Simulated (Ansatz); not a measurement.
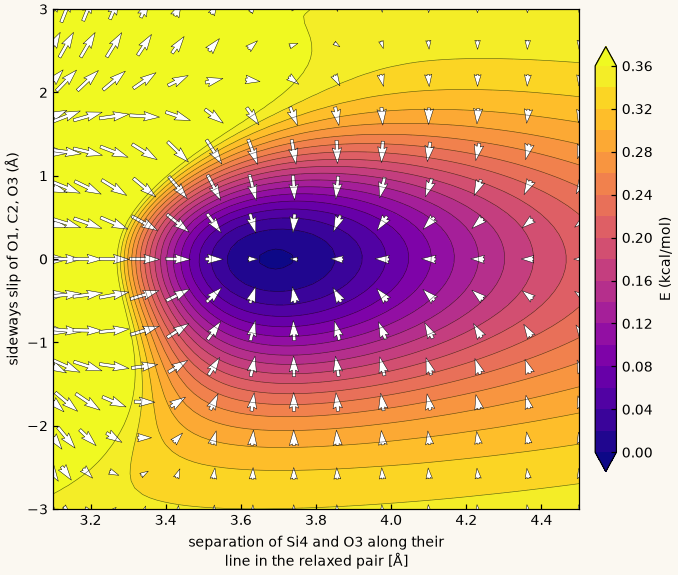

Energy landscape of the pair CO₂···H₄Si. 
- Coordinates scanned: (1) separation of Si4 and O3 along their line in the relaxed pair; (2) sideways slip of O1, C2, O3.
- Nothing is relaxed (both partners rigid).
- The grid has 15 × 15 points.
- Points are written as (first, second).
- Energies: kcal/mol, counted from the lowest grid point.
- Theory: Ansatz 0.2.0, RHF/def2-SVPD.

The picture shows filled contours, arrows along the force (downhill), their lengths compressed, one colour for all values above the top of the scale. Between grid points the surface is interpolated. 

### Where are the wells?

The lowest grid point is at (3.741 Å, 0.00 Å). No other kind of well shows on this grid. The highest grid point, (3.101 Å, 1.29 Å), lies 1.27 kcal/mol above the lowest. Round the minimum the two coordinates are nearly uncoupled.

Grid values (kcal/mol):

| second ↓, first → | 3.101 | 3.136 | 3.193 | 3.263 | 3.344 | 3.433 | 3.529 | 3.632 | 3.741 | 3.856 | 3.976 | 4.100 | 4.230 | 4.363 | 4.501 |
| --- | --- | --- | --- | --- | --- | --- | --- | --- | --- | --- | --- | --- | --- | --- | --- |
| 3.00 | 0.50 | 0.48 | 0.45 | 0.43 | 0.41 | 0.39 | 0.38 | 0.37 | 0.36 | 0.36 | 0.36 | 0.36 | 0.36 | 0.36 | 0.36 |
| 2.57 | 0.70 | 0.66 | 0.60 | 0.54 | 0.48 | 0.44 | 0.41 | 0.38 | 0.36 | 0.35 | 0.35 | 0.35 | 0.35 | 0.35 | 0.35 |
| 2.14 | 0.97 | 0.89 | 0.78 | 0.67 | 0.57 | 0.49 | 0.43 | 0.39 | 0.36 | 0.34 | 0.33 | 0.33 | 0.33 | 0.33 | 0.33 |
| 1.71 | 1.20 | 1.08 | 0.91 | 0.75 | 0.61 | 0.50 | 0.41 | 0.36 | 0.32 | 0.30 | 0.29 | 0.29 | 0.29 | 0.30 | 0.31 |
| 1.29 | 1.27 | 1.12 | 0.91 | 0.72 | 0.55 | 0.42 | 0.32 | 0.26 | 0.23 | 0.22 | 0.22 | 0.23 | 0.24 | 0.26 | 0.27 |
| 0.86 | 1.15 | 0.99 | 0.78 | 0.57 | 0.40 | 0.27 | 0.19 | 0.14 | 0.12 | 0.12 | 0.14 | 0.16 | 0.19 | 0.22 | 0.24 |
| 0.43 | 0.97 | 0.82 | 0.62 | 0.43 | 0.27 | 0.15 | 0.08 | 0.04 | 0.03 | 0.05 | 0.08 | 0.11 | 0.15 | 0.19 | 0.22 |
| 0.00 | 0.90 | 0.76 | 0.56 | 0.38 | 0.22 | 0.11 | 0.04 | 0.00 | 0.00 | 0.02 | 0.06 | 0.10 | 0.14 | 0.18 | 0.21 |
| −0.43 | 0.93 | 0.78 | 0.59 | 0.40 | 0.25 | 0.13 | 0.06 | 0.03 | 0.03 | 0.04 | 0.08 | 0.11 | 0.15 | 0.19 | 0.21 |
| −0.86 | 0.92 | 0.79 | 0.61 | 0.44 | 0.30 | 0.19 | 0.13 | 0.09 | 0.09 | 0.10 | 0.13 | 0.15 | 0.18 | 0.21 | 0.23 |
| −1.29 | 0.81 | 0.71 | 0.57 | 0.44 | 0.33 | 0.25 | 0.20 | 0.17 | 0.16 | 0.17 | 0.19 | 0.21 | 0.23 | 0.25 | 0.26 |
| −1.71 | 0.63 | 0.57 | 0.48 | 0.40 | 0.33 | 0.29 | 0.25 | 0.24 | 0.24 | 0.24 | 0.25 | 0.26 | 0.27 | 0.28 | 0.29 |
| −2.14 | 0.47 | 0.44 | 0.40 | 0.36 | 0.33 | 0.31 | 0.30 | 0.29 | 0.29 | 0.29 | 0.30 | 0.30 | 0.31 | 0.31 | 0.32 |
| −2.57 | 0.38 | 0.37 | 0.36 | 0.35 | 0.34 | 0.33 | 0.32 | 0.32 | 0.32 | 0.32 | 0.32 | 0.33 | 0.33 | 0.33 | 0.34 |
| −3.00 | 0.35 | 0.35 | 0.35 | 0.35 | 0.34 | 0.34 | 0.34 | 0.34 | 0.34 | 0.34 | 0.34 | 0.34 | 0.35 | 0.35 | 0.35 |

Time for the 225 points that were run: 11 min on 1 thread of Arm Neoverse V2 (shared host).
